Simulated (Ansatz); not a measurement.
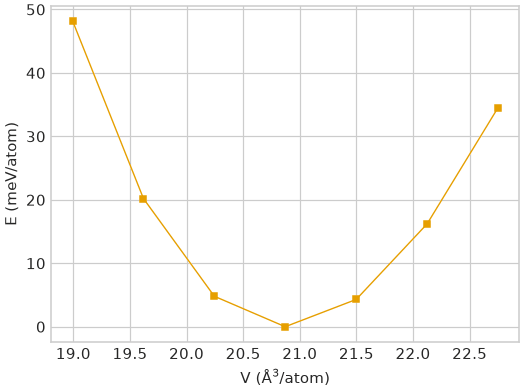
*GaP (zinc blende, space group No. 216) under volume change, plane-wave PAW PBE (Ansatz code), scaled uniformly.*

Task: What does a third-order Birch–Murnaghan fit give for V₀, B₀ and B′?

Result: V₀ = 20.87 Å³/atom, B₀ = 76.6 GPa, B′ = 4.5.

Space group F-43m (zinc blende). The PBE relaxation kept the symmetry of its start. Scalar-relativistic: spin–orbit coupling is off unless named, which matters more the heavier the elements.

Potentials: the earlier of the program's two PAW sets.
